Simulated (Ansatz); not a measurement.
**Fields on a plane of As (space group R-3m)**

```xyz
2
Lattice="1.8800 1.0854 3.3284 -1.8800 1.0854 3.3284 0.0000 -2.1709 3.3284" Properties=species:S:1:pos:R:3 pbc="T T T"
As     0.0000     0.0000     2.3017
As     0.0000     0.0000     7.6834
```

The slice is a (0001) plane (indices of the conventional cell) through the point (0.231, 0.231, 0.231) (fractional), spanned by u = [1 0 -1] and v = [-1 2 -1] in vectors of this cell: u (3.76 Å) and v (6.51 Å, at 90° to u). It covers one period; positions are fractions (u, v).

Atoms on it: As at (0.00, 0.00); As at (0.50, 0.50).

These are LDA (plane waves to 420 eV, PAW, scalar-relativistic; Ansatz, a first-principles code) values and carry that method's errors. k mesh 11×11×11. These are valence fields of a PAW run, semicore shells included where kept as valence: close to a nucleus they are smooth pseudo fields. As was relaxed with its symmetry unable to fall.

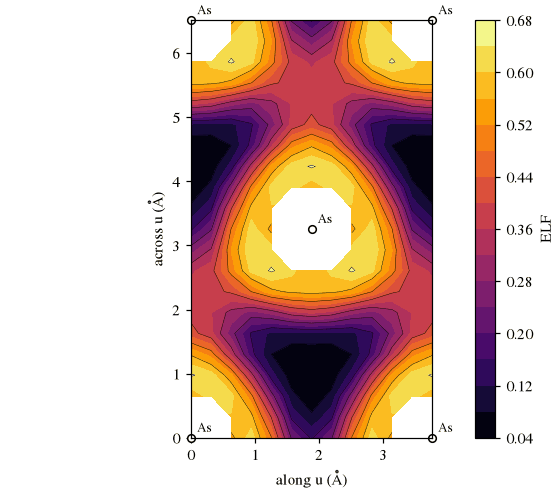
Figure. Electron localisation function (ELF), one period of the plane, atoms marked. Points within 0.5 Å of a nucleus are left white, as the pseudised field means little there.

```
|xxxxxxxx++######++xxxxxx|
|xxxxxx::**********::xxxx|
|xx  ::++**++++++**++::  |
|++**######**++**######**|
|@@@@@@%%##******##%%@@@@|
|@@@@@@%%##++++++##%%@@@@|
|@@@@%%**::  xx  ::**%%@@|
|@@@@##::xxxxxxxxxx::##@@|
|@@%%++xxxxxxxxxxxxxx++%%|
|%%%%==xxxxxxxxxxxxxx==%%|
|####++xxxxxxxxxxxxxx++##|
|******::xxxxxxxxxx::****|
|++++**++::  xx  ::++**++|
|++**######**++**######**|
|****##%%@@@@@@@@@@%%##**|
|++++##%%@@@@@@@@@@%%##++|
|xx  ::**%%@@@@@@%%**::  |
|xxxxxx::##@@@@@@##::xxxx|
|xxxxxxxx++%%@@%%++xxxxxx|
|xxxxxxxx==%%%%%%==xxxxxx|
```
Scale: ten equal steps from -3.00 (start of ' ') to 5.82 (end of '@'), in the order ' .:-=+*#%@'. Values: electrostatic potential energy of an electron, from the cell's mean, in eV. The map has 12 points along u (two characters each, u = 0 at the left) and 20 along v (v = 0 in the bottom row). Points within 1 Å of a nucleus are blanked (x), as the pseudised field means little there. Values under -3 eV are set to -3. The zero, the cell's mean, hangs on the PAW cores.
